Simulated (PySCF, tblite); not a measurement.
# C6H7S radical: geometry, infrared bands and EPR parameters

Aim: predict the infrared bands and EPR parameters of C6H7S radical (`[CH2]c1ccc(C)s1`).

Computed with tblite 0.8.0 and PySCF 2.14.0, with density-fitted response routines of our own, on a single molecule in the gas phase. Atoms count from 0, in the outputs and in this text.

### Step 1. The starting structure

14 atoms, charge 0, multiplicity 2; geometry from: force field or distance geometry start.

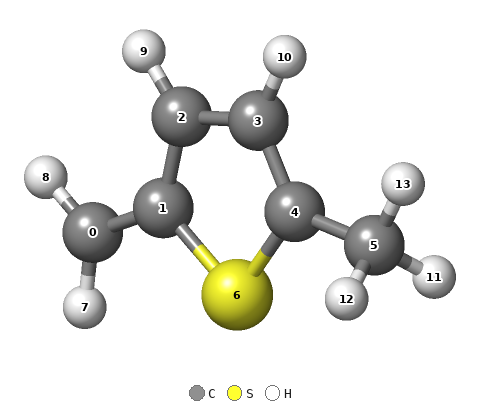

The starting geometry (carbon grey, sulfur yellow, hydrogen white), atoms numbered.

### Step 2. Optimising the geometry with GFN2-xTB

What the job is given:

```
{"job": {"kind": "relax", "xc": "GFN2-xTB", "basis": "xTB"}, "charge": 0, "multiplicity": 2}
C      2.783900     0.469300    -0.525900
C      1.435200     0.157500    -0.196200
C      0.986100    -0.790100     0.717200
C     -0.447000    -0.816600     0.780400
C     -1.036100     0.088000    -0.050600
C     -2.489500     0.357700    -0.274200
S      0.135000     0.983300    -0.935300
H      3.007000     1.244900    -1.252500
H      3.604600    -0.053900    -0.052900
H      1.625900    -1.424800     1.302000
H     -1.008600    -1.492500     1.432400
H     -2.768100     0.171500    -1.312400
H     -2.733600     1.397400    -0.011100
H     -3.095500    -0.292300     0.356800
```

On the command line:

```console
> OMP_NUM_THREADS=1 python probes_run.py task.json out
```

One launch serves the whole session: the jobs run in the order shown.

Standard output:

```text
step      E/eV     max force
  0    -533.02666    3.264
  1    -533.18139    0.677
  2    -533.19697    0.250
  3    -533.20265    0.208
  4    -533.20682    0.197
  5    -533.20953    0.140
  6    -533.21042    0.097
  7    -533.21095    0.076
  8    -533.21154    0.075
  9    -533.21207    0.070
 10    -533.21247    0.068
 11    -533.21280    0.068
 12    -533.21311    0.064
 13    -533.21344    0.054
 14    -533.21379    0.057
 15    -533.21415    0.068
 16    -533.21449    0.058
 17    -533.21475    0.045
 18    -533.21493    0.036
 19    -533.21507    0.043
 20    -533.21517    0.033
 21    -533.21524    0.018
 22    -533.21527    0.015
 23    -533.21529    0.016
 24    -533.21530    0.013
 25    -533.21531    0.006
```

Wall time 0.24 s (1 thread of Arm Neoverse N1, shared host).

Relaxation path:

```tsv
step	energy from step 0 (eV)	largest force (eV/Å)
0	0.0000	3.2638
1	-0.1547	0.6773
2	-0.1703	0.2503
3	-0.1760	0.2079
4	-0.1802	0.1965
5	-0.1829	0.1401
6	-0.1838	0.0968
7	-0.1843	0.0757
8	-0.1849	0.0755
9	-0.1854	0.0697
10	-0.1858	0.0683
11	-0.1861	0.0682
12	-0.1865	0.0640
13	-0.1868	0.0541
14	-0.1871	0.0575
15	-0.1875	0.0684
16	-0.1878	0.0580
17	-0.1881	0.0453
18	-0.1883	0.0361
19	-0.1884	0.0429
20	-0.1885	0.0327
21	-0.1886	0.0181
22	-0.1886	0.0149
23	-0.1886	0.0157
24	-0.1886	0.0127
25	-0.1887	0.0058
```

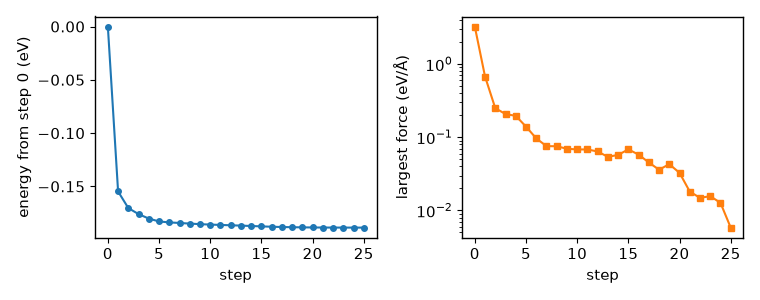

Energy and force, step by step.

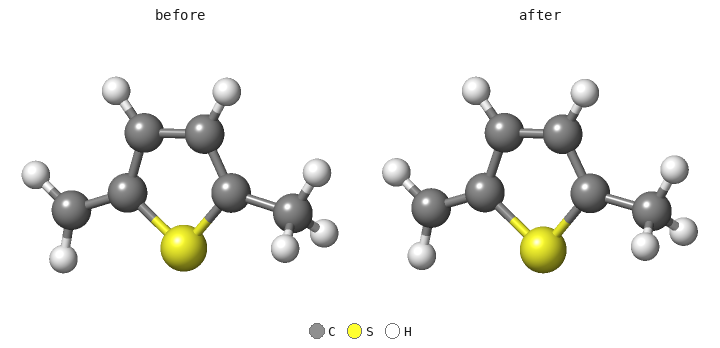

Before and after, at one scale.

Close pairs (by a distance rule), those that changed most:

```tsv
bond	before (Å)	after (Å)	change (Å)
C0–C1	1.423	1.356	-0.067
C1–S6	1.708	1.771	+0.063
C2–C3	1.435	1.385	-0.050
C1–C2	1.391	1.412	+0.021
C3–H10	1.094	1.077	-0.017
C4–S6	1.719	1.735	+0.016
C3–C4	1.362	1.378	+0.015
C0–H7	1.086	1.074	-0.012
```

The final coordinates are the input of the step that follows.

### Step 3. Infrared spectrum with GFN2-xTB

What the job is given:

```
{"job": {"kind": "ir", "xc": "GFN2-xTB", "basis": "xTB"}, "charge": 0, "multiplicity": 2}
C      2.766764     0.453254    -0.506031
C      1.475150     0.171747    -0.204290
C      0.961243    -0.777877     0.705591
C     -0.422460    -0.797333     0.762330
C     -1.037762     0.107570    -0.074434
C     -2.491362     0.341643    -0.254750
S      0.127782     1.026774    -0.973323
H      3.025165     1.207292    -1.225657
H      3.567291    -0.079271    -0.025150
H      1.607221    -1.411683     1.284897
H     -0.984935    -1.457393     1.400591
H     -2.784733     0.168336    -1.290727
H     -2.749645     1.372381    -0.009330
H     -3.060397    -0.325912     0.388114
```

Standard output:

```text
mode    cm-1     km/mol
  1      52.1      0.59
  2     125.5      1.00
  3     256.5      0.63
  4     275.1      0.14
  5     345.0      0.03
  6     437.5      0.91
  7     463.8      1.25
  8     515.3      0.26
  9     561.0      0.05
 10     654.6      0.02
 11     687.7      3.61
 12     713.3      2.41
 13     742.8     25.34
 14     757.6     22.22
 15     844.3      2.61
 16     945.8      0.39
 17     984.4      2.21
 18    1020.8      5.45
 19    1066.8      6.29
 20    1171.2      3.95
 21    1179.6     20.53
 22    1255.7     12.20
 23    1376.9      1.06
 24    1398.4      4.53
 25    1410.2      5.65
 26    1457.4      9.38
 27    1461.3      7.70
 28    1490.8      0.43
 29    1536.6     32.71
 30    2984.4     15.20
 31    3003.1     16.26
 32    3039.1     16.55
 33    3112.9     24.70
 34    3120.2      3.50
 35    3138.2     22.61
 36    3159.5     20.47
```

Run time: 0.65 s. Hardware: 1 thread of Arm Neoverse N1, shared host.

Which atoms move in the most intense modes:

```tsv
cm⁻¹	km/mol	atoms
743	25.3	H9 63 %, C2 21 %
758	22.2	H7 44 %, H8 29 %, C0 21 %
1180	20.5	C4 47 %, C5 12 %, H13 12 %, H9 11 %
1537	32.7	C1 39 %, C0 26 %, C4 12 %, C3 11 %
3039	16.6	H13 93 %
3113	24.7	H10 87 %
3138	22.6	H9 87 %
3160	20.5	H7 65 %, H8 25 %
```

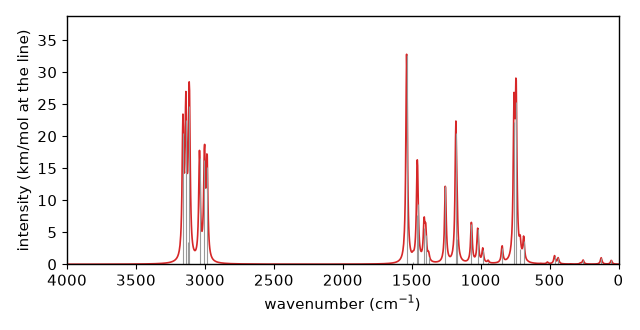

The infrared spectrum from these modes, unscaled. Lines are broadened to a width of 14 cm⁻¹ (Lorentzian).

### Step 4. g tensor and hyperfine couplings: B3LYP/pcH-1

Same as in step 3 but for these lines:

```diff
@@ -1,2 +1,2 @@
-{"job": {"kind": "ir", "xc": "GFN2-xTB", "basis": "xTB"}, "charge": 0, "multiplicity": 2}
+{"job": {"kind": "epr", "basis": "pcH-1"}, "charge": 0, "multiplicity": 2}
 C      2.766764     0.453254    -0.506031
```

Level: UKS B3LYP, pcH-1 on C H S, non-relativistic, mean-field spin-orbit, GIAO.

Standard output:

```text
UKS, coarse grid
  cycle   1  E = -630.96686739  |g| = 3.21e-01
  cycle   2  E = -630.94345918  |g| = 3.75e-01
  cycle   3  E = -631.01408984  |g| = 8.95e-02
  cycle   4  E = -631.01803989  |g| = 4.64e-02
  cycle   5  E = -631.01919777  |g| = 1.55e-02
  cycle   6  E = -631.01936189  |g| = 6.25e-03
  cycle   7  E = -631.01941308  |g| = 3.86e-03
  cycle   8  E = -631.01942662  |g| = 1.84e-03
  cycle   9  E = -631.01942928  |g| = 5.03e-04
UKS, final grid
  cycle   1  E = -631.01944025  |g| = 7.21e-04
  cycle   2  E = -631.01943982  |g| = 1.17e-03
  cycle   3  E = -631.01944051  |g| = 1.15e-04
  cycle   4  E = -631.01944052  |g| = 2.81e-05
E = -631.01944052 Eh   <S^2> = 0.7797 (exact 0.7500)
g shifts (ppm)      1          2          3
  rmc          -151       -151       -151
  gc             -0         36         33
  oz_so         -14         84       2786
  total        -165        -31       2668
hyperfine (MHz)  atom isotope    a_iso     a_fc   dipolar eigenvalues
    0   13C      48.15      48.24    -46.74    -45.58     92.33
    1   13C     -41.46     -41.41    -23.54      9.16     14.38
    2   13C      35.21      35.25    -31.11    -30.71     61.82
    3   13C     -27.99     -28.00    -16.14      7.06      9.09
    4   13C      37.03      36.89    -31.96    -31.08     63.03
    5   13C     -13.46     -13.47     -0.78     -0.02      0.79
    6   33S       1.56       1.65     -7.61     -3.82     11.43
    7    1H     -37.39     -37.38    -22.00     -0.40     22.40
    8    1H     -36.59     -36.60    -20.80     -0.87     21.67
    9    1H     -25.55     -25.55    -13.40     -1.34     14.74
   10    1H       6.24       6.23     -3.09     -0.17      3.26
   11    1H      41.93      41.92     -2.06     -1.72      3.78
   12    1H      42.12      42.12     -2.07     -1.72      3.78
   13    1H       1.20       1.20     -2.20     -1.66      3.86
```

Run time: 1.8 min. Hardware: 1 thread of Arm Neoverse N1, shared host; peak memory 0.92 GiB.

Principal g values 2.00215, 2.00229, 2.00499; g(iso) = 2.00314, against 2.00232 for a free electron.

Mean a(iso) over the nuclei that a row names, and the largest dipolar term of the row (other rows stand at the frozen geometry):

```tsv
nuclei	isotope	a(iso) (MHz)	a(iso) (G, at g = 2.0023)	largest dipolar term (MHz)
C0	13C	48.1	17.2	92.3
C1	13C	-41.5	-14.8	-23.5
C4	13C	37.0	13.2	63.0
H7, H8	1H	-37.0	-13.2	22.4
C2	13C	35.2	12.6	61.8
H11, H12, H13	1H	28.4	10.1	3.9
C3	13C	-28.0	-10.0	-16.1
H9	1H	-25.5	-9.1	14.7
C5	13C	-13.5	-4.8	0.8
H10	1H	6.2	2.2	3.3
S6	33S	1.6	0.6	11.4
```

Mulliken spin populations:

C0 0.61; C1 -0.20; C2 0.40; C3 -0.15; C4 0.35; C5 -0.03; S6 0.05; H7 -0.03; H8 -0.03; H9 -0.02; H10 0.00; H11 0.02; H12 0.02; H13 0.00

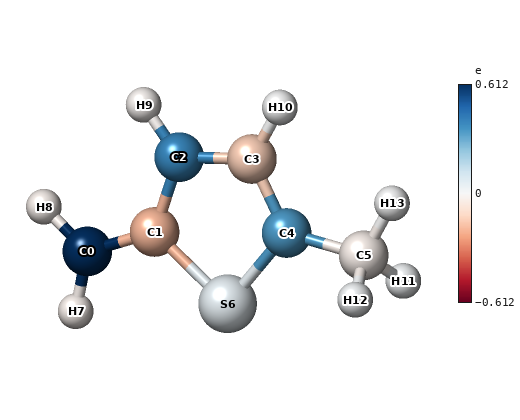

Mulliken spin populations, as colours on the atoms.

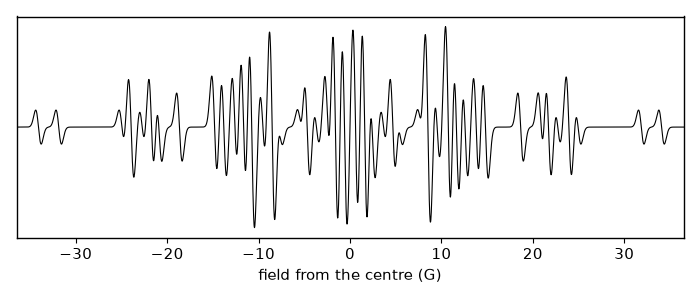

First-order isotropic spectrum (first derivative, main isotopes with spin only, couplings over 0.8 MHz, Gaussian width 0.3 G; couplings of the frozen geometry, rotation of groups not averaged beyond the rows shown).

Orbitals, density, ELF and potential are computed afterwards from the orbital file.

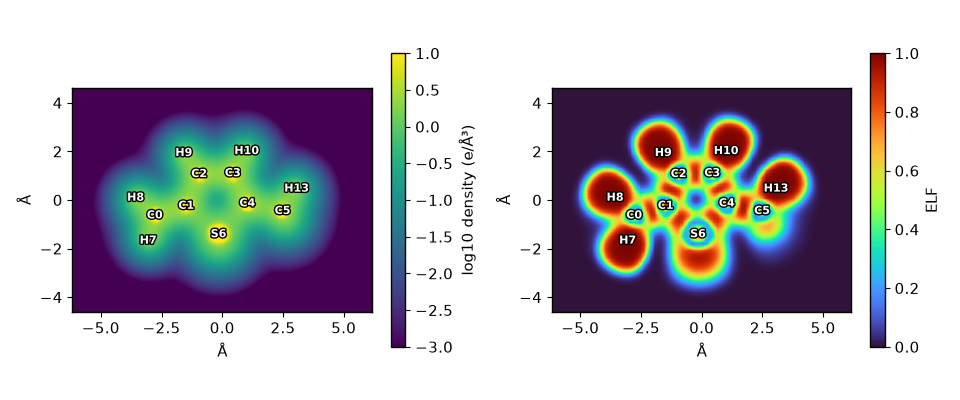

Density (left) and ELF (right) in a plane through or near 12 of the atoms.

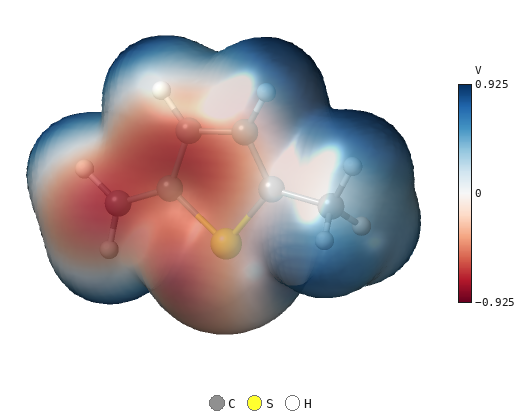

Electrostatic potential on the surface of density 0.002 e/bohr³; red is low, blue high. It runs from -0.70 V near C1 to 0.92 V near H10.

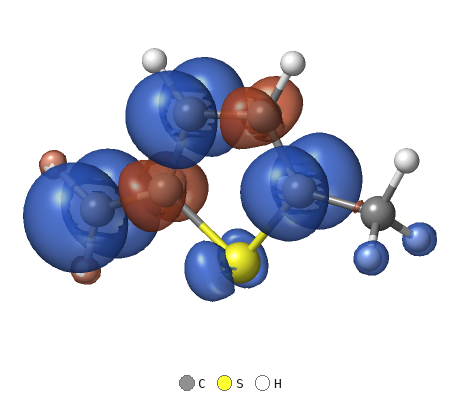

Spin density at ±0.02 e/Å³ (alpha excess blue, beta excess red).

### Step 5. What came out

```
                                 quantity                 value
strongest single infrared mode (GFN2-xTB)  1537 cm⁻¹, 33 km/mol
             zero-point energy (GFN2-xTB)         66.8 kcal/mol
                           g(iso) (B3LYP)               2.00314
                                     ⟨S²⟩    0.780 (exact 0.75)
       largest a(iso) (averaged by class)   13C on C0, 48.1 MHz
    surface potential, least and greatest    -0.70 V and 0.92 V
```

Relaxing lowered the energy by 0.189 eV in 25 steps; the close pair that moved most is C0–C1, from 1.423 to 1.356 Å. No mode is imaginary among the 36: a minimum at this level. The strongest single mode, at 1537 cm⁻¹, is carried by C1, C0, C4, C3. GFN2-xTB is a fitted tight-binding method: band positions and strengths are rough. Its intensities can rank the bands wrongly. The largest share of the spin, 0.61 e, sits on C0. The isotropic g lies 0.8 ppt above the free-electron value.
